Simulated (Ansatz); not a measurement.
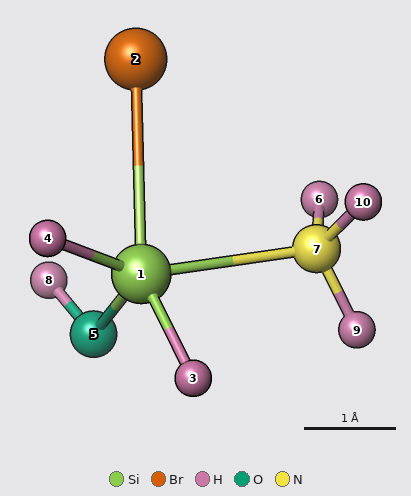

Figure 1. The structure as given in the input (ball-and-stick view, seen at a tilt; atoms are numbered from 1 in the order of the input).

**SiNH₆BrO: phonon calculation**

The run: phonon calculation of SiNH₆BrO. Method and program: RKS BHLYP-D4/def2-SVP (Ansatz 0.2.0).

It belongs to a series of runs on one base structure; here: vibrations at the highest image of the band. Figures and captions count atoms from 1; the log counts them from 0 in places.

Log:
```
Engine: ansatz 0.2.0, aarch64-unknown-linux-gnu
Functional definition: BHLYP
  parameter a = 0.5
  exchange = (1 - a)*b88_x + a*exact_x
  correlation = lyp_c
1124 factors; integrals over basis functions are off by at most 5.8e-4 eV
mean field evaluation 1: about -81539.9179 eV, gradient 5.1e1 eV
mean field evaluation 2: about -81539.4759 eV, gradient 5.4e1 eV
mean field evaluation 4: about -81544.5818 eV, gradient 1.9e0 eV
mean field evaluation 8: about -81544.6119 eV, gradient 1.4e-1 eV
mean field evaluation 16: about -81544.6119 eV, gradient 7.1e-5 eV
mean field -81544.61188544 eV, -2996.7092138669 hartree, gradient 7.1e-5 eV, S^2 0.000000; 0 other end points of the search recorded, 0 dependent functions left out
the calculation of the forces begins
reference -81544.61205742 eV, -2996.7092201869 hartree; 35, 35 occupied and 73, 73 virtual orbitals, 1124 factors
these checks for a lower state are left out or cut short: stability, starts, cluster_reference, orbital_swaps, neighbouring_geometries, increment
1124 factors; integrals over basis functions are off by at most 5.8e-4 eV
mean field -81544.61179103 eV, -2996.7092103974 hartree, gradient 2.5e-6 eV, S^2 0.000000; 0 other end points of the search recorded, 0 dependent functions left out
[... from here on the field's lines of each further geometry are left out, up to the last ...]
the calculation of the forces begins
reference -81544.61204770 eV, -2996.7092198296 hartree; 35, 35 occupied and 73, 73 virtual orbitals, 1124 factors
these checks for a lower state are left out or cut short: stability, starts, cluster_reference, orbital_swaps, neighbouring_geometries, increment
1124 factors; integrals over basis functions are off by at most 5.8e-4 eV
mean field -81544.61186583 eV, -2996.7092131461 hartree, gradient 2.2e-6 eV, S^2 0.000000; 0 other end points of the search recorded, 0 dependent functions left out
the calculation of the forces begins
reference -81544.61203781 eV, -2996.7092194661 hartree; 35, 35 occupied and 73, 73 virtual orbitals, 1124 factors
WARN: phonons: modes at or below zero, which the zero-point energy, F, S and C_V leave out: 1, the lowest at -226.06 cm⁻¹. A minimum has none, and a first-order saddle one
Total energy: -81544.89621464 eV, -2996.7196627720 hartree
Atom 0 at    -0.241144    -0.146484    -0.804172 Å, force    -0.001856    -0.000195    -0.000265 eV/Å
Atom 1 at     2.206193    -0.438468    -0.473990 Å, force     0.002685    -0.000408     0.000785 eV/Å
Atom 2 at    -1.497748     0.667333    -0.854759 Å, force     0.001505    -0.000207     0.000468 eV/Å
Atom 3 at     0.083694    -0.129126    -2.248275 Å, force    -0.001540    -0.000226     0.000864 eV/Å
Atom 4 at    -0.730330    -1.591113    -0.174462 Å, force     0.000970     0.002186    -0.000371 eV/Å
Atom 5 at     0.654288     0.321335     1.544195 Å, force    -0.001835    -0.000917     0.000863 eV/Å
Atom 6 at     0.019642     0.850294     0.954385 Å, force     0.001091     0.000953    -0.004891 eV/Å
Atom 7 at    -0.055086    -2.266985    -0.176594 Å, force    -0.000333    -0.000351     0.000127 eV/Å
Atom 8 at    -0.877387     0.968371     1.415197 Å, force     0.000238    -0.001167     0.002194 eV/Å
Atom 9 at     0.437876     1.764843     0.818476 Å, force    -0.000925     0.000333     0.000225 eV/Å
Dipole moment:    -0.390213     0.562980     0.773588 e Å
Vibrations: -226.06 110.06 169.47 222.59 288.71 382.41 420.09 567.69 703.43 728.19 873.11 917.59 964.03 1013.34 1230.22 1306.40 1644.33 1662.77 2166.57 2269.72 3544.56 3679.63 3682.55 4010.78 cm⁻¹, zero-point energy 2.018353 eV
```

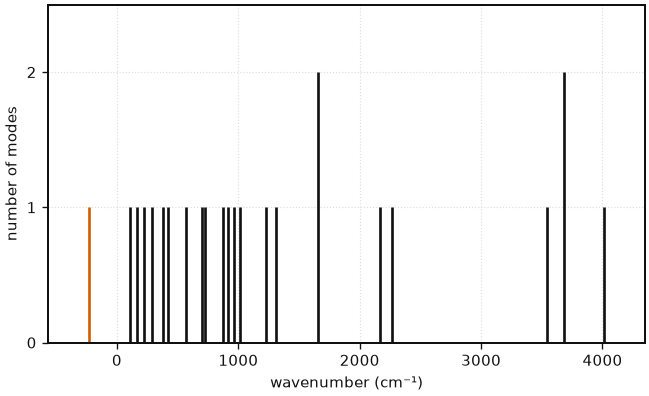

Figure 2. Harmonic vibrational wavenumbers from the force constants; neighbouring modes closer than 19 cm⁻¹ are counted in one stick, and imaginary ones are drawn at negative wavenumbers. 24 modes from 226i to 4011 cm⁻¹, 1 imaginary beyond 8i (226i cm⁻¹): a first-order saddle point, if the geometry is stationary.

The run was set up as follows.

Input file:
```yaml
crystal:
  periodic: [false, false, false]
  atoms:
    - { symbol: Si, position_ang: [-0.241144, -0.146484, -0.804172] }
    - { symbol: Br, position_ang: [2.206193, -0.438468, -0.47399] }
    - { symbol: H, position_ang: [-1.497748, 0.667333, -0.854759] }
    - { symbol: H, position_ang: [0.083694, -0.129126, -2.248275] }
    - { symbol: O, position_ang: [-0.73033, -1.591113, -0.174462] }
    - { symbol: H, position_ang: [0.654288, 0.321335, 1.544195] }
    - { symbol: "N", position_ang: [0.019642, 0.850294, 0.954385] }
    - { symbol: H, position_ang: [-0.055086, -2.266985, -0.176594] }
    - { symbol: H, position_ang: [-0.877387, 0.968371, 1.415197] }
    - { symbol: H, position_ang: [0.437876, 1.764843, 0.818476] }
basis:
  gaussian: { orbitals: def2-SVP }
hamiltonian:
  xc: { name: BHLYP }
  dispersion: d4
phonons: {}
```

Launched with:
```bash
ansatz run input.yaml --threads 2 --pin off --max-ram 3072MiB --backend cpu --events-out ev --progress --plain --runs-dir out
```

Key numbers:

```json
{"quantity": "outcome", "value": "converged"}
{"quantity": "total energy", "value": "−81544.8962 eV"}
{"quantity": "mean-field energy", "value": "−81544.6121 eV"}
{"quantity": "largest force (length of the vector)", "value": "0.005 eV/Å"}
{"quantity": "hardware", "value": "2 threads of Arm Neoverse V1, 24 GiB of memory available, shared host"}
{"quantity": "wall time", "value": "2.2 min (CPU time 4.2 min)"}
{"quantity": "peak memory", "value": "0.26 GiB"}
```
